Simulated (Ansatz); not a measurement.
Rock-salt EuN was calculated with PBEsol (PAW; Ansatz, a program for electronic structure).

Run with plane-wave cutoff 520 eV, 12×12×12 k mesh, Fermi–Dirac smearing 0.01 eV, spin-polarised with parallel moments, scalar-relativistic PAW data made under PBE.

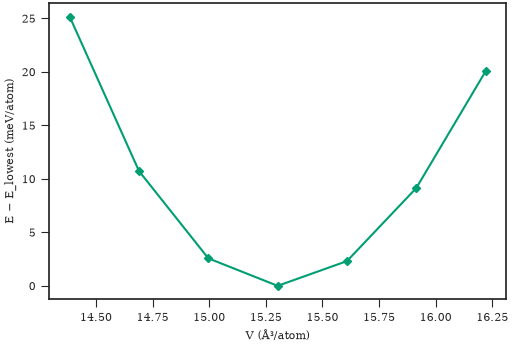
Fig. 1. Total energy against volume

Problem. From the curve, estimate the equilibrium volume and the bulk modulus.

Solution. V0 ≈ 15.3 Å³/atom and B0 ≈ 130 GPa; the fit gives V0 = 15.304 Å³/atom, B0 = 130 GPa, B′ = 4.4.

Note: the magnetic order was assumed, not searched for or taken from measurement; the 4f shell is treated without U or exact exchange, so its levels and filling can be wrong.

Spin–orbit coupling is not included; it can open a gap where bands touch, and shift volumes and moduli.

The computed numbers hold no vibrational or temperature effects.

It cost about 2.8 core-minutes (a rough figure) of CPU time.
